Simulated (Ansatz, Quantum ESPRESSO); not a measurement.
# Al: work function by face, part 4 of 6

Aim: the work function of the low-index faces of Al, their order, and how far the functional matters.

Quantum ESPRESSO 7.5; plane-wave DFT, PBE, PseudoDojo norm-conserving pseudopotentials; geometry and cross-check by Ansatz 0.2.0 with PAW datasets.

So far. Step 7 (Geometry from Ansatz of (100)): The relaxation lowers the energy by 3 meV an atom. Held were the atoms numbered 3; the forces quoted are those on the free ones. Step 11 (Electrostatic potential of (100)): On (100) the work function under LDA lies +0.14 eV from PBE's.

## (12) Geometry from Ansatz of (110)

Level of this step: plane-wave DFT, PBE, Ansatz PAW (Ansatz 0.2.0).

System of this step: Al(110), 7 layers. The cell holds 7 atoms: 7 Al. Cell: a = 4.050 Å, b = 2.864 Å, c = 24.591 Å, α = 90.0°, β = 90.0°, γ = 90.0°. It derives from Al. Vacuum lies along c.

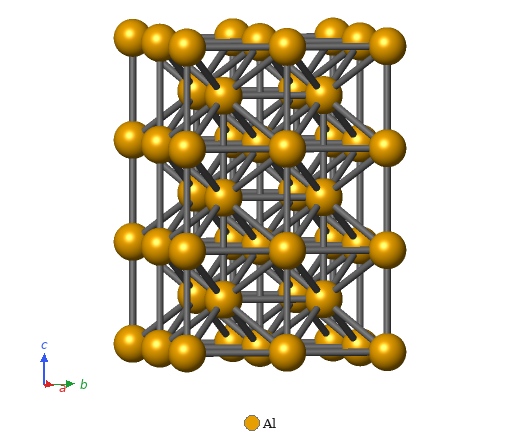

The cell of this step (aluminium orange). 2×2×1 cells are drawn. Some periodic images of atoms are drawn too.

input.yaml reads:

```yaml
crystal:
  lattice:
    - [4.05, 0.0, 0.0]
    - [0.0, 2.8637824638, 0.0]
    - [0.0, 0.0, 24.5913473914]
  atoms:
    - { symbol: Al, position: [0.0, 0.0, 0.3253176767] }
    - { symbol: Al, position: [0.5, 0.5, 0.3835451178] }
    - { symbol: Al, position: [0.0, 0.0, 0.4417725589] }
    - { symbol: Al, position: [0.5, 0.5, 0.5] }
    - { symbol: Al, position: [0.0, 0.0, 0.5582274411] }
    - { symbol: Al, position: [0.5, 0.5, 0.6164548822] }
    - { symbol: Al, position: [0.0, 0.0, 0.6746823233] }
kpoints:
  mp_grid: { grid: [8, 10, 1] }
hamiltonian:
  xc: pbe
scf:
  occupations: { method: fermi_dirac, width: 0.1 }
  convergence: { dr2_threshold: 1.0e-08 }
efield:
  axis: 3
  dipole_correction: true
  ramp_position: 0.97
  ramp_width: 0.04
relax:
  f_tol: 0.01
  constraints: [{ sites: [2, 3, 4] }]
output:
  write_potential: true
  write_density: true
  volumetric_format: npy
```

Run with:

```bash
$ ansatz run input.yaml --threads 2 --pin off --max-ram 4096MiB --backend cpu --events-out ev --progress --plain --runs-dir out
```

Numbers of over 12 decimals in the logs are rounded to 6 here.

What it wrote:

```text
[...]
Crystal: 7 atoms, lattice volume = 285.218 Å³
Basis set: ecut = 420 eV, 5603 PW (Γ), exchange–correlation on 60×40×360 points (8 copies of the dense FFT grid, shifted against one another)
Bands: 18, of which v1, the nominal top of the filled ones, is band 11 counted from 1 (10 counted from 0)
Symmetry: 4 space group operations
k-points: 30 of 80
[...]
SCF iter   1: F=—  HF=-3761.066581 eV  |F-HF|=—  |Δ(HF+E_count)|=         —  Δρ=1.25e-3  dr2=2.65e-2  ethr=1.77e-3  p=-0.000 e·Å  D=-1.60e-4 V/Å  ΔV_dip=0.00 eV  dr2_dipole=1.01e-5  V_vac-E_F(+/−)=4.00/3.99 eV  ⟨swp⟩=9.3  Hψ=3947  notcnv=0
[...]
SCF iter   7: F=-3761.064415 eV  HF=-3761.064415 eV  |F-HF|=1.66e-9  |Δ(HF+E_count)|=   2.03e-8  Δρ=2.77e-7  dr2=3.78e-10  ethr=4.76e-11  p=0.000 e·Å  D=2.61e-7 V/Å  ΔV_dip=-0.00 eV  dr2_dipole=3.10e-13  V_vac-E_F(+/−)=4.06/4.06 eV  ⟨swp⟩=9.1  Hψ=3233  notcnv=0
SCF 1 converged in 7 iterations: F = -3761.064415 eV  dr2 = 3.78e-10
[...]
relax step   1: F+E_penalty+E_count = -3761.06441510 eV  Δ(F+E_penalty+E_count) = +0.000e0 eV  max|allowed force component| = 2.795e-1 eV/Å  Δτ_max = 0.0000 Å  (7 SCF iters, accepted)
[...]
SCF iter   7: F=-3761.102338 eV  HF=-3761.102338 eV  |F-HF|=1.90e-9  |Δ(HF+E_count)|=   1.92e-8  Δρ=2.72e-7  dr2=2.89e-10  ethr=4.76e-11  p=0.000 e·Å  D=1.53e-7 V/Å  ΔV_dip=-0.00 eV  dr2_dipole=1.06e-15  V_vac-E_F(+/−)=4.05/4.05 eV  ⟨swp⟩=9.3  Hψ=3449  notcnv=0
SCF 2 converged in 7 iterations: F = -3761.102338 eV  dr2 = 2.89e-10
[...]
relax step   2: F+E_penalty+E_count = -3761.10233769 eV  Δ(F+E_penalty+E_count) = -3.792e-2 eV  max|allowed force component| = 5.319e-2 eV/Å  Δτ_max = 0.0801 Å  (7 SCF iters, accepted)
SCF iter   1: F=—  HF=-3761.104520 eV  |F-HF|=—  |Δ(HF+E_count)|=         —  Δρ=5.90e-4  dr2=1.08e-2  ethr=1.89e-4  p=0.000 e·Å  D=1.58e-7 V/Å  ΔV_dip=-0.00 eV  dr2_dipole=6.79e-12  V_vac-E_F(+/−)=4.04/4.04 eV  ⟨swp⟩=2.0  Hψ=1534  notcnv=0  defer=6
[...]
SCF iter   6: F=-3761.103593 eV  HF=-3761.103593 eV  |F-HF|=1.60e-9  |Δ(HF+E_count)|=   4.72e-8  Δρ=4.68e-7  dr2=2.78e-9  ethr=4.76e-11  p=0.000 e·Å  D=1.58e-7 V/Å  ΔV_dip=-0.00 eV  dr2_dipole=5.25e-15  V_vac-E_F(+/−)=4.04/4.04 eV  ⟨swp⟩=9.6  Hψ=3465  notcnv=0
SCF 3 converged in 6 iterations: F = -3761.103593 eV  dr2 = 2.78e-9
relax step   3: F+E_penalty+E_count = -3761.10359259 eV  Δ(F+E_penalty+E_count) = -1.255e-3 eV  max|allowed force component| = 9.307e-3 eV/Å  Δτ_max = 0.0273 Å  (6 SCF iters, accepted)
[...]
SCF converged after 6 iterations
Free energy (F): -3761.103593 eV
[...]
Internal energy: -3760.993068 eV  (E = F + TS)
E sigma→0 (E₀):  -3761.048330 eV
Entropy (-TS):   -0.110524 eV (-15.789 meV/atom)
Fermi energy:    0.872930 eV
Dipole field:    D = 0.000000 V/Å  (p = 0.000000 e·Å, saw-weighted, corrected)
Work function:   Φ+ = 4.0435 eV   Φ− = 4.0435 eV
[...]
--- Forces (eV/Å), atoms counted from 1 ---
  atom   1  Al     0.00000000     0.00000000     0.00833915
  atom   2  Al     0.00000000     0.00000000     0.00930698
  atom   3  Al     0.00000000     0.00000000    -0.10178748
  atom   4  Al     0.00000000     0.00000000     0.00000001
  atom   5  Al     0.00000000     0.00000000     0.10178754
  atom   6  Al     0.00000000     0.00000000    -0.00930693
  atom   7  Al     0.00000000     0.00000000    -0.00833928
  max |Σ_I F_I| component: 7.94e-9 eV/Å
--- Band table (eV; the first three rows and the last of 30) ---
  k-point 0: bands = [... 7 lower, -0.9104, -0.3763, 0.4129, 0.5584, 1.1202, 2.2488, 2.4901, 3.3933, ... 3 higher]
  k-point 1: bands = [... 7 lower, -0.7455, -0.2043, 0.5775, 0.7271, 1.2689, 2.3947, 2.6555, 3.5127, ... 3 higher]
  k-point 2: bands = [... 7 lower, -0.2506, 0.2545, 1.0717, 1.1197, 1.1829, 2.0369, 2.2728, 2.6780, ... 3 higher]
  k-point 29: bands = [... 7 lower, -1.9810, -1.3431, -1.2917, -1.2495, -0.1209, 0.1468, 1.2308, 1.3969, ... 3 higher]
--- Relaxed structure (3 steps of the walk, 3 accepted, 0 SCFs on fresh bases) ---
  F+E_penalty+E_count = -3761.10359259 eV   max|allowed force component| = 9.307e-3 eV/Å
  atoms:
    - { symbol: Al, position: [0.0, 0.0, 0.327951] }
    - { symbol: Al, position: [0.5, 0.5, 0.380461] }
    - { symbol: Al, position: [0.0, 0.0, 0.4417725589] }
    - { symbol: Al, position: [0.5, 0.5, 0.5] }
    - { symbol: Al, position: [0.0, 0.0, 0.5582274411] }
    - { symbol: Al, position: [0.5, 0.5, 0.619539] }
    - { symbol: Al, position: [0.0, 0.0, 0.672049] }
```

The job ended after 15 s (2 threads of Intel Xeon Platinum 8375C at 2.90GHz (Ice Lake), shared host; peak memory 0.57 GiB; 30 s of CPU time).

Relaxation path:

| step | energy less that of the first step (eV) | largest force component (eV/Å) |
| --- | --- | --- |
| 1 | 0.0000 | 0.2795 |
| 2 | -0.0379 | 0.0532 |
| 3 | -0.0392 | 0.0093 |

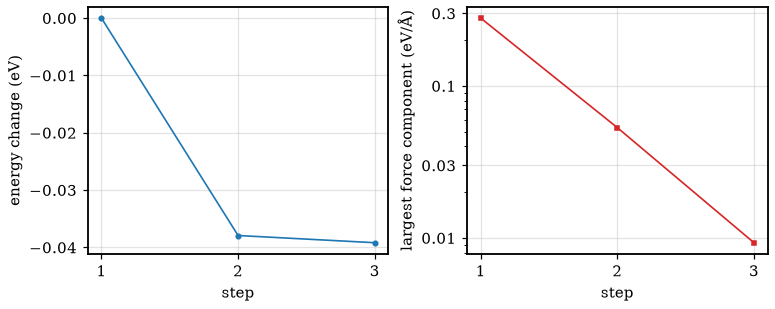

Energy and largest force along the relaxation.

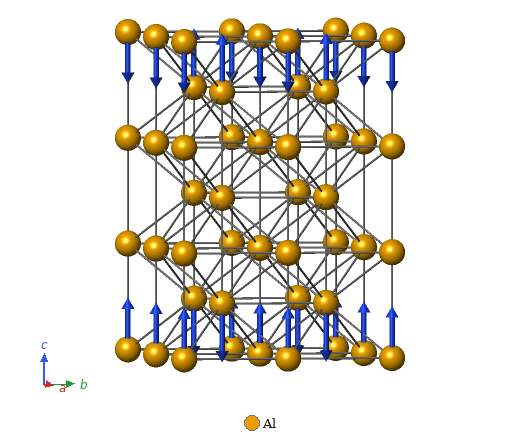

Displacements in the relaxation, exaggerated; the longest in the cell stands for 0.08 Å. 2×2×1 cells are drawn. Some periodic images of atoms are drawn too.

The atoms that moved most (Å):

| atom | dx | dy | dz | length |
| --- | --- | --- | --- | --- |
| Al2 | 0.000 | 0.000 | -0.076 | 0.076 |
| Al6 | 0.000 | 0.000 | 0.076 | 0.076 |
| Al1 | 0.000 | 0.000 | 0.065 | 0.065 |
| Al7 | 0.000 | 0.000 | -0.065 | 0.065 |

Final coordinates:

```cif
data_structure
_symmetry_space_group_name_H-M 'P 1'
_symmetry_Int_Tables_number 1
_cell_length_a 4.0500
_cell_length_b 2.8638
_cell_length_c 24.5913
_cell_angle_alpha 90.000
_cell_angle_beta 90.000
_cell_angle_gamma 90.000
_cell_volume 285.22
loop_
_atom_site_label
_atom_site_type_symbol
_atom_site_fract_x
_atom_site_fract_y
_atom_site_fract_z
_atom_site_occupancy
Al1 Al 0.00000 0.00000 0.32795 1
Al2 Al 0.50000 0.50000 0.38046 1
Al3 Al 0.00000 0.00000 0.44177 1
Al4 Al 0.50000 0.50000 0.50000 1
Al5 Al 0.00000 0.00000 0.55823 1
Al6 Al 0.50000 0.50000 0.61954 1
Al7 Al 0.00000 0.00000 0.67205 1
```

The relaxation lowers the energy by 6 meV an atom. Held were the atoms numbered 3, 4 and 5; the forces quoted are those on the free ones.

Numbers from this step:

| Property | Result |
| --- | --- |
| free energy | -3761.1036 eV |
| energy at zero smearing | -3761.0483 eV |
| smearing term TS | 0.1105 eV |
| Fermi energy | 0.8729 eV |
| symmetry operations | 4 |
| work function of the upper face | 4.043 eV |
| work function of the lower face | 4.043 eV |
| dipole along the normal | 1.21e-7 e·Å |

(Continued in part 5 of 6.)

[Logs are printed without paths, hosts, clocks, repeated set-up lines and the standing remarks that a program may print on its own settings, such as how far it seeks lower states.]

[Hosts, paths, dates, database ids (printed as entryN), source tags and the programs' standing remarks are cut or masked in the printed files.]

[Maps of the electrostatic potential energy from Ansatz leave out the sawtooth potential of an applied field or a dipole correction, so their vacuum need not be flat; planar profiles and work functions include it.]
